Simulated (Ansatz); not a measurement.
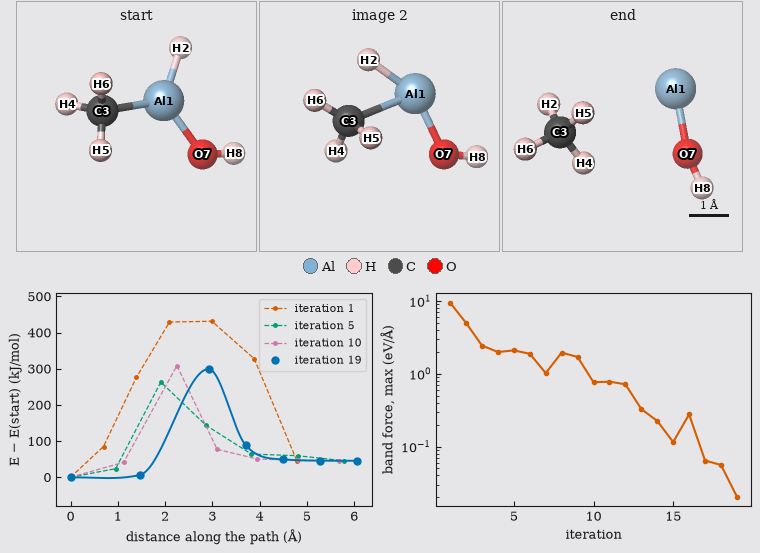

A search for the minimum-energy path of CH5AlO by the nudged elastic band. Images are numbered from 0 (start) to 6 (end). The plot follows the band through its iterations. Style: ball-and-stick. Shown at a tilt.

The calculation used RKS PBE-D4/def2-SVPD (Ansatz). Run with 5 movable images; climbing image; force threshold 0.05 eV/Å; iteration limit 60; starting path through a guess of the saddle point.

Q: Did the band converge, and can the barrier be trusted?

A: The result is final at these settings. The band converged in 19 iterations. The largest component of the band force went from 9.5 to 0.02 eV/Å. The climbing image converged on the top of the path. Its vibrational analysis gives one imaginary mode (1259i cm⁻¹), as a transition state must have. The first iteration put the highest image at 431.4 kJ/mol. The energy climbs by 299.4 kJ/mol to image 2 and then falls by 253.7 kJ/mol, so the end point sits at +45.7 kJ/mol.
